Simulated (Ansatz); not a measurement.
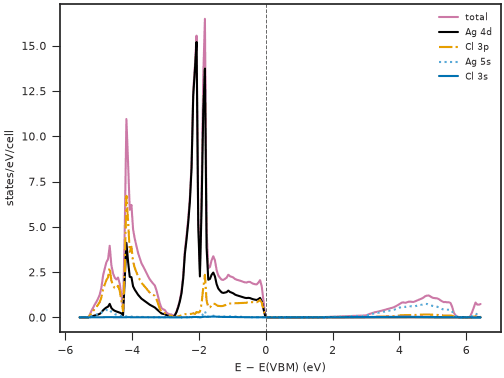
Fig. 1. Total and projected density of states of AgCl (rock salt, Fm-3m), r²SCAN in the plane-wave PAW code Ansatz

**Question.** Which orbitals carry the states next to the gap?

**Answer.** Top 1 eV of the valence band: Ag 4d 55 %, Cl 3p 42 %. Bottom 1 eV of the conduction band: Ag 5s 72 %, Cl 3s 18 %, Cl 3p 9 %. Projections are on Löwdin-orthogonalised atomic valence shells; empty p or d shells of many metals are not among them.

**Question.** Where is the tallest occupied peak in this window, and what makes it?

**Answer.** Near -1.8 eV, about 16 states/eV per cell; the largest projected share is Ag 4d.

Symmetry was held in the r²SCAN relaxation; phonons on a q-mesh show no instability. The run is not spin-polarised. Scalar-relativistic: spin–orbit coupling is off unless named, which matters more the heavier the elements.

Potentials: the later of the program's two PAW sets.
